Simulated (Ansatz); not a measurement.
# WHO+ (triplet): the correlation ladder, def2-SVP

Aim: climb from Hartree-Fock through coupled cluster and multireference methods for WHO+ (triplet) at one geometry and basis, and see what each rung misses.

The runs use Ansatz 0.2.0, Gaussian basis; def2-SVP, core rule «outside noble gas», up to 5 orbitals frozen.

To be run: UHF; CCSD(T) on ROHF; CCSD(T) on UHF; CISD; CCSDT(Q) on ROHF; CCSDT(Q) on UHF; CASSCF and NEVPT2, 12 electrons in 11 orbitals.

30 further runs of the same task are left out: 3 for a known fault of the program, 13 that didn't finish, 14 set aside as unsound or not needed.

**1. The system**

The geometry is a PBE0/def2-TZVP stationary point (not a proven minimum) of the parent state, kept for this charge and spin. No spin-orbit coupling is included. Elements past krypton take def2 core potentials.

3 atoms, charge 1, spin multiplicity 3.

Atoms are counted from 1 here; the program's logs count them from 0.

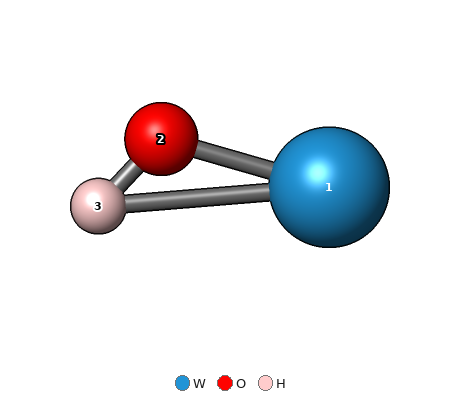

The structure; tungsten blue, oxygen red, hydrogen pink; atoms are numbered from 1 in the order of the file.

In the tables R marks a restricted open-shell determinant and U an unrestricted one; 'valence' is the active space of 12 electrons in 11 orbitals; energies count from the table's Hartree-Fock row.

**2. UHF**

in.yaml

```yaml
crystal:
  periodic: [false, false, false]
  atoms:
    - {symbol: W, position_ang: [0.000000, 0.005701, 0.157938]}
    - {symbol: O, position_ang: [0.000000, -0.110996, -1.677910]}
    - {symbol: H, position_ang: [0.000000, 0.722005, -2.172591]}
basis:
  gaussian: {orbitals: def2-SVP}
total_charge: 1
magnetization: {spin_polarized: true, initial_magnetization: 2}
hamiltonian: {xc: hf}
output: {orbitals: {seedname: orbitals}}
```

Started as:

```console
ansatz run in.yaml --threads 1 --pin off --events-out ev --progress --plain --max-ram 2393MiB
```

The program printed, cut to the lines that bear on the results:

```text
Functional definition: HF
  name "HF"
  cite "Fock, Z. Phys. 61, 126 (1930) doi:10.1007/BF01340294"
  parent pbe
[...]
498 factors; integrals over basis functions are off by at most 8.4e-4 eV
[...]
mean field -3849.27923585 eV, -141.4584027822 hartree, gradient 3.9e-6 eV, S^2 2.996517; 13 other end points of the search recorded, 0 dependent functions left out
reference -3849.27923585 eV, -141.4584027822 hartree; 12, 10 occupied and 39, 41 virtual orbitals, 498 factors
Total energy: -3849.27923585 eV, -141.4584027822 hartree
```

Wall time 6.5 s (1 thread of Arm Neoverse V1, shared host).

From the report: ⟨S²⟩ of the determinant 2.997 (pure triplet: 2.00). The determinant is far from a pure spin state, so its energy mixes those of several spin states (harmless only where they are near-degenerate, as at dissociation).

**3. CCSD(T) on ROHF**

in.yaml: that of step 2 with these lines changed.

```diff
@@ -9,4 +9,3 @@
 total_charge: 1
-magnetization: {spin_polarized: true, initial_magnetization: 2}
-hamiltonian: {xc: hf}
-output: {orbitals: {seedname: orbitals}}
+magnetization: {spin_polarized: false, initial_magnetization: 2}
+correlation: {method: ccsd_t, electrons: outside_noble_gas}
```

The command is unchanged.

The program printed, cut to the lines that bear on the results:

```text
Functional definition: HF
  name "HF"
  cite "Fock, Z. Phys. 61, 126 (1930) doi:10.1007/BF01340294"
  parent pbe
[...]
498 factors; integrals over basis functions are off by at most 8.4e-4 eV
[...]
mean field -3848.19059971 eV, -141.4183961419 hartree, gradient 2.3e-8 eV, S^2 2.000000; 28 other end points of the search recorded, 0 dependent functions left out
[...]
determinant -3848.19059971 eV, -141.4183961419 hartree, with singles and doubles -3856.24549480 eV, -141.7144080769 hartree
determinant -3848.17911460 eV, -141.4179740719 hartree, with singles and doubles -3856.34797708 eV, -141.7181742311 hartree
determinant -3848.17641682 eV, -141.4178749306 hartree, with singles and doubles -3856.22587707 eV, -141.7136871384 hartree
determinant -3848.15080204 eV, -141.4169336049 hartree, with singles and doubles -3856.25514066 eV, -141.7147625555 hartree
[...]
determinant -3848.12732539 eV, -141.4160708536 hartree, with singles and doubles -3856.37583584 eV, -141.7191980218 hartree
determinant -3848.12587533 eV, -141.4160175651 hartree, with singles and doubles -3856.39060546 eV, -141.7197407953 hartree
determinant -3848.03962821 eV, -141.4128480416 hartree, with singles and doubles -3855.94749502 eV, -141.7034567868 hartree
determinant -3848.00297536 eV, -141.4115010744 hartree, with no singles and doubles
unrestricted determinant -3849.27923585 eV, -141.4584027822 hartree, S^2 2.9965
5 core orbitals not correlated: weight in the atoms' cores, before any rotation towards them, 0.989 or more for the frozen orbitals, at most 0.008 for the correlated occupied ones
reference -3848.17911460 eV, -141.4179740719 hartree; 7, 5 occupied and 39, 41 virtual orbitals, 498 factors
second order -7.80492031 eV of doubles, -0.02001405 eV of singles
cycle   1  -8.22266272 eV  change    2.6e-7 eV  update   8.0e-6
perturbative correction -0.41534996 eV, -0.0152638296 hartree
Total energy: -3856.81712728 eV, -141.7354151830 hartree
```

Wall time 2.6 min (1 thread of Arm Neoverse V1, shared host).

From the report: correlation -8.6380 eV; T1 0.062; largest double amplitude 0.18.

**4. CCSD(T) on UHF**

in.yaml: that of step 3 with these lines changed.

```diff
@@ -9,3 +9,3 @@
 total_charge: 1
-magnetization: {spin_polarized: false, initial_magnetization: 2}
+magnetization: {spin_polarized: true, initial_magnetization: 2}
 correlation: {method: ccsd_t, electrons: outside_noble_gas}
```

Launched as before.

The program printed, cut to the lines that bear on the results:

```text
Functional definition: HF
  name "HF"
  cite "Fock, Z. Phys. 61, 126 (1930) doi:10.1007/BF01340294"
  parent pbe
[...]
498 factors; integrals over basis functions are off by at most 8.4e-4 eV
[...]
mean field -3849.27923585 eV, -141.4584027822 hartree, gradient 2.3e-6 eV, S^2 2.996517; 35 other end points of the search recorded, 0 dependent functions left out
determinant -3849.27923585 eV, -141.4584027822 hartree, with singles and doubles -3857.05132177 eV, -141.7440216718 hartree
determinant -3849.20506682 eV, -141.4556771209 hartree, with singles and doubles -3856.97180561 eV, -141.7410995067 hartree
determinant -3849.19122406 eV, -141.4551684085 hartree, with singles and doubles -3856.97412706 eV, -141.7411848185 hartree
determinant -3849.10986626 eV, -141.4521785648 hartree, with singles and doubles -3856.90778761 eV, -141.7387468885 hartree
[...]
determinant -3848.84036526 eV, -141.4422745855 hartree, with singles and doubles -3857.24624367 eV, -141.7511849195 hartree
determinant -3848.82809947 eV, -141.4418238261 hartree, with singles and doubles -3857.24823863 eV, -141.7512582328 hartree
determinant -3848.71717936 eV, -141.4377475873 hartree, with singles and doubles -3857.27592833 eV, -141.7522758105 hartree
5 core orbitals not correlated: weight in the atoms' cores, before any rotation towards them, 0.987 or more for the frozen orbitals, at most 0.010 for the correlated occupied ones
reference -3849.27923585 eV, -141.4584027822 hartree; 7, 5 occupied and 39, 41 virtual orbitals, 498 factors
second order -7.40973124 eV of doubles, -0.00000000 eV of singles
cycle   1  -8.08121535 eV  change    6.1e-7 eV  update   3.7e-6
perturbative correction -0.59091040 eV, -0.0217155566 hartree
WARN: the results are in doubt because among natural orbitals the method converges to other amplitudes
Total energy: -3857.95136160 eV, -141.7770975254 hartree
In doubt: among natural orbitals the method converges to other amplitudes
```

It took 46 s on 1 thread of Arm Neoverse V1, shared host.

From the report: ⟨S²⟩ of the determinant 2.997 (pure triplet: 2.00); correlation -8.6721 eV; T1 0.034; largest double amplitude 0.30. The determinant is far from a pure spin state, so its energy mixes those of several spin states (harmless only where they are near-degenerate, as at dissociation). The program marks this result as in doubt; its last lines say why.

**5. CISD**

in.yaml: that of step 4 with these lines changed.

```diff
@@ -9,3 +9,3 @@
 total_charge: 1
-magnetization: {spin_polarized: true, initial_magnetization: 2}
-correlation: {method: ccsd_t, electrons: outside_noble_gas}
+magnetization: {spin_polarized: false, initial_magnetization: 2}
+correlation: {active_space: {ras: {orbitals: [5, 2, 39], electrons: 12, max_holes: 2, max_particles: 2}, fixed_orbitals: true}}
```

Launched as before.

The program printed, cut to the lines that bear on the results:

```text
Functional definition: HF
  name "HF"
  cite "Fock, Z. Phys. 61, 126 (1930) doi:10.1007/BF01340294"
  parent pbe
[...]
498 factors; integrals over basis functions are off by at most 8.4e-4 eV
[...]
mean field -3848.19059971 eV, -141.4183961419 hartree, gradient 2.3e-8 eV, S^2 2.000000; 23 other end points of the search recorded, 0 dependent functions left out
reference -3848.19059971 eV, -141.4183961419 hartree; 12, 10 occupied and 39, 41 virtual orbitals, 498 factors
state -3855.56265267 eV, -141.6893140914 hartree
Total energy: -3855.56265267 eV, -141.6893140914 hartree
```

Run time: 16 s. Hardware: 1 thread of Arm Neoverse V1, shared host.

From the report: 333,226 determinants.

**6. CCSDT(Q) on ROHF**

in.yaml: that of step 5 with these lines changed.

```diff
@@ -10,2 +10,2 @@
 magnetization: {spin_polarized: false, initial_magnetization: 2}
-correlation: {active_space: {ras: {orbitals: [5, 2, 39], electrons: 12, max_holes: 2, max_particles: 2}, fixed_orbitals: true}}
+correlation: {method: ccsdt_q, electrons: outside_noble_gas}
```

Launched as before.

The program printed, cut to the lines that bear on the results:

```text
Functional definition: HF
  name "HF"
  cite "Fock, Z. Phys. 61, 126 (1930) doi:10.1007/BF01340294"
  parent pbe
[...]
925 factors; integrals over basis functions are off by at most 1.2e-7 eV
[...]
mean field -3848.19069438 eV, -141.4183996211 hartree, gradient 3.2e-8 eV, S^2 2.000000; 28 other end points of the search recorded, 0 dependent functions left out
[...]
determinant -3848.19069438 eV, -141.4183996211 hartree, with singles and doubles -3856.24559612 eV, -141.7144118004 hartree
determinant -3848.17920965 eV, -141.4179775652 hartree, with singles and doubles -3856.34807562 eV, -141.7181778525 hartree
determinant -3848.17651108 eV, -141.4178783943 hartree, with singles and doubles -3856.22597602 eV, -141.7136907750 hartree
determinant -3848.15089653 eV, -141.4169370770 hartree, with singles and doubles -3856.25524449 eV, -141.7147663713 hartree
[...]
determinant -3848.12597104 eV, -141.4160210824 hartree, with singles and doubles -3856.39075253 eV, -141.7197461998 hartree
determinant -3848.03972302 eV, -141.4128515259 hartree, with singles and doubles -3855.94758894 eV, -141.7034602385 hartree
determinant -3848.00306898 eV, -141.4115045148 hartree, with no singles and doubles
unrestricted determinant -3849.27933074 eV, -141.4584062693 hartree, S^2 2.9965
5 core orbitals not correlated: weight in the atoms' cores, before any rotation towards them, 0.989 or more for the frozen orbitals, at most 0.008 for the correlated occupied ones
reference -3848.17920965 eV, -141.4179775652 hartree; 7, 5 occupied and 39, 41 virtual orbitals, 925 factors
second order -7.80496161 eV of doubles, -0.02001404 eV of singles
cycle   1  -7.58021865 eV  change    2.5e-1 eV  update   1.6e-1
[...]
cycle  54  -8.72650931 eV  change    1.5e-7 eV  update   2.3e-7
perturbative correction -0.04843577 eV, -0.0017799818 hartree
Total energy: -3856.95415474 eV, -141.7404508492 hartree
```

Run time: 11 min. Hardware: 1 thread of Arm Neoverse V1, shared host; peak memory 1.2 GiB.

From the report: correlation -8.7749 eV; T1 0.091; largest double amplitude 0.37.

**7. CCSDT(Q) on UHF**

in.yaml: that of step 6 with these lines changed.

```diff
@@ -9,3 +9,3 @@
 total_charge: 1
-magnetization: {spin_polarized: false, initial_magnetization: 2}
+magnetization: {spin_polarized: true, initial_magnetization: 2}
 correlation: {method: ccsdt_q, electrons: outside_noble_gas}
```

Same command.

The program printed, cut to the lines that bear on the results:

```text
Functional definition: HF
  name "HF"
  cite "Fock, Z. Phys. 61, 126 (1930) doi:10.1007/BF01340294"
  parent pbe
[...]
925 factors; integrals over basis functions are off by at most 1.2e-7 eV
[...]
mean field -3849.27933074 eV, -141.4584062693 hartree, gradient 1.1e-6 eV, S^2 2.996517; 35 other end points of the search recorded, 0 dependent functions left out
determinant -3849.27933074 eV, -141.4584062693 hartree, with singles and doubles -3857.05141426 eV, -141.7440250707 hartree
determinant -3849.20516184 eV, -141.4556806128 hartree, with singles and doubles -3856.97189838 eV, -141.7411029161 hartree
determinant -3849.19131851 eV, -141.4551718798 hartree, with singles and doubles -3856.97422054 eV, -141.7411882540 hartree
determinant -3849.10996250 eV, -141.4521821014 hartree, with singles and doubles -3856.90788153 eV, -141.7387503400 hartree
[...]
determinant -3848.82819396 eV, -141.4418272986 hartree, with singles and doubles -3857.24832872 eV, -141.7512615436 hartree
determinant -3848.71727271 eV, -141.4377510178 hartree, with singles and doubles -3857.27602278 eV, -141.7522792816 hartree
5 core orbitals not correlated: weight in the atoms' cores, before any rotation towards them, 0.987 or more for the frozen orbitals, at most 0.010 for the correlated occupied ones
reference -3849.27933074 eV, -141.4584062693 hartree; 7, 5 occupied and 39, 41 virtual orbitals, 925 factors
second order -7.40975546 eV of doubles, -0.00000000 eV of singles
cycle   1  -7.21683866 eV  change    1.9e-1 eV  update   1.4e-1
[...]
cycle   9  -8.79037307 eV  change   -1.7e-7 eV  update   5.4e-8
perturbative correction -0.08763088 eV, -0.0032203756 hartree
WARN: the results are in doubt because among natural orbitals full CI differs from the method by +1.571 eV
Total energy: -3858.15733469 eV, -141.7846668970 hartree
In doubt: among natural orbitals full CI differs from the method by +1.571 eV
```

Run time: 4.1 min. Hardware: 1 thread of Arm Neoverse V1, shared host; peak memory 0.87 GiB.

From the report: ⟨S²⟩ of the determinant 2.997 (pure triplet: 2.00); correlation -8.8780 eV; T1 0.041; largest double amplitude 0.53. The determinant is far from a pure spin state, so its energy mixes those of several spin states (harmless only where they are near-degenerate, as at dissociation). The program marks this result as in doubt; its last lines say why.

**8. CASSCF and NEVPT2, 12 electrons in 11 orbitals**

in.yaml: that of step 7 with these lines changed.

```diff
@@ -9,3 +9,3 @@
 total_charge: 1
-magnetization: {spin_polarized: true, initial_magnetization: 2}
-correlation: {method: ccsdt_q, electrons: outside_noble_gas}
+magnetization: {spin_polarized: false, initial_magnetization: 2}
+correlation: {method: sc_nevpt2, electrons: outside_noble_gas, active_space: {window: {electrons: 12, orbitals: 11}, shells: [{species: H, l: s, shell: 1}, {species: O, l: s, shell: 2}, {species: O, l: p, shell: 2}, {species: W, l: s, shell: 6}, {species: W, l: d, shell: 5}]}}
```

The command is unchanged.

The program printed, cut to the lines that bear on the results:

```text
Functional definition: HF
  name "HF"
  cite "Fock, Z. Phys. 61, 126 (1930) doi:10.1007/BF01340294"
  parent pbe
[...]
925 factors; integrals over basis functions are off by at most 1.2e-7 eV
[...]
mean field -3848.19069438 eV, -141.4183996211 hartree, gradient 7.6e-6 eV, S^2 2.000000; 23 other end points of the search recorded, 0 dependent functions left out
reference -3848.19069438 eV, -141.4183996211 hartree; 12, 10 occupied and 39, 41 virtual orbitals, 925 factors
state -3851.77836919 eV, -141.5502442386 hartree
state -3851.77836919 eV, -141.5502442386 hartree; corrected -3855.76449035 eV, -141.6967314895 hartree
Total energy: -3855.76449035 eV, -141.6967314895 hartree
Checks for a lower state left out: starts, orbital_swaps
```

Run time: 66 s. Hardware: 1 thread of Arm Neoverse V1, shared host.

From the report: 106,624 determinants; active occupations 2.00, 1.98, 1.97, 1.96, 1.29, 1.00, 1.00, 0.72, 0.04, 0.03, 0.02.

**9. How many determinants matter**

Natural occupations of the CASSCF valence state about the gap (report; correlated orbitals 2 to 11): 1.976, 1.967, 1.961, 1.289, 1.000, 0.998, 0.717, 0.039, 0.032, 0.024. The count of effectively unpaired electrons, Σ n²(2 − n)², is 3.71; a single determinant of this spin has 2.

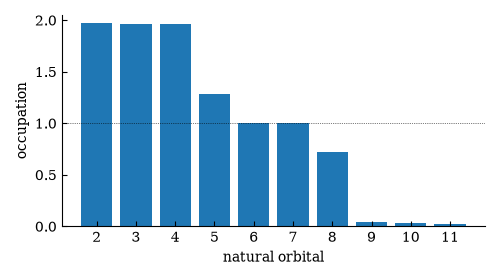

Natural occupations of the CASSCF valence state.

**10. The ladder**

No level here is safe as a reference; RCCSDT(Q) serves as a yardstick only. Rows without a time come out of other runs: HF, MP2 and CCSD of CCSD(T), CCSDT of CCSDT(Q), CASSCF and MRCISD of the multireference runs.

Differences are taken before rounding.

```
        method  energy from the lowest RHF (meV)  from RCCSDT(Q) (meV)     time
           RHF                               0.0               +8763.6         
           UHF                           -1088.6               +7674.9         
          RMP2                           -7813.4                +950.1         
          UMP2                           -8498.4                +265.2         
         RCCSD                           -8211.2                +552.4         
         UCCSD                           -9169.9                -406.3         
      RCCSD(T)                           -8626.5                +137.0  2.6 min
      UCCSD(T)                           -9760.8                -997.2     46 s
        RCCSDT                           -8715.1                 +48.4         
        UCCSDT                           -9879.1               -1115.5         
     RCCSDT(Q)                           -8763.6                     0   11 min
     UCCSDT(Q)                           -9966.7               -1203.2  4.1 min
CASSCF valence                           -3587.8               +5175.8         
NEVPT2 valence                           -7573.9               +1189.7     66 s
```

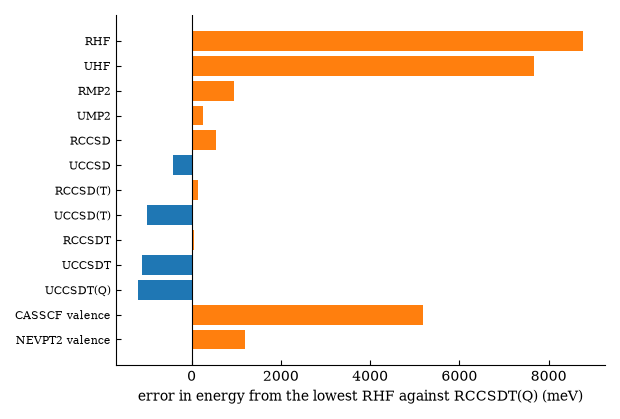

How far each level lands from RCCSDT(Q).

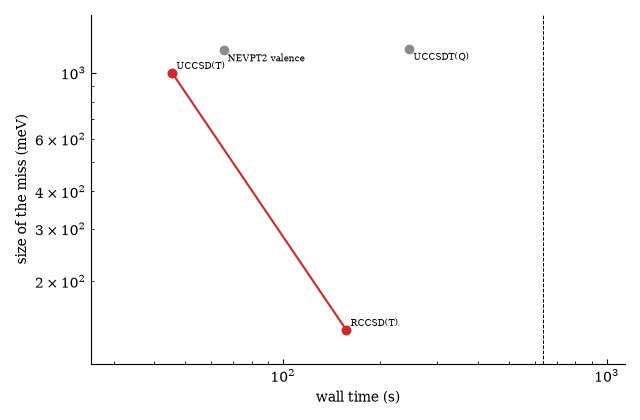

Miss against cost. Red marks the levels that no quicker level drawn beats (of those quicker than the yardstick), and the dashed line is the time of RCCSDT(Q). Times are from a shared host.

Not comparable, so not listed: CISD (they don't share determinant, frozen orbitals or solution with the rows shown, or repeat one).

The program flags UCCSD(T), UCCSDT(Q) as in doubt (see the logs), so those rows may rest on another solution; read them beside their warnings.

**11. Results**

| quantity | value |
| --- | --- |
| RCCSDT(Q) below the RHF energy | -8.7636 eV |
| RMP2 from RCCSDT(Q) | +950.1 meV |
| UMP2 from RCCSDT(Q) | +265.2 meV |
| RCCSD from RCCSDT(Q) | +552.4 meV |
| RCCSD(T) from RCCSDT(Q) | +137.0 meV |
| UCCSD(T) from RCCSDT(Q) | -997.2 meV |
| UCCSDT(Q) from RCCSDT(Q) | -1203.2 meV |
| NEVPT2 valence from RCCSDT(Q) | +1189.7 meV |
| T1 diagnostic | 0.062 |
| effectively unpaired electrons | 3.71 |

RCCSD(T) misses by +137.0 meV, 1.6 % of the correlation energy. CCSD(T) misses by +137.0 meV on the restricted determinant and by -997.2 meV on the unrestricted one; the two need not hold the same state or core. The occupations show strong static correlation (3.7 unpaired electrons where one determinant has 2). Coupled cluster took another determinant than the lowest Hartree-Fock one. Warnings: spin contamination; coupled cluster took another determinant than the lowest; large T1 diagnostic.
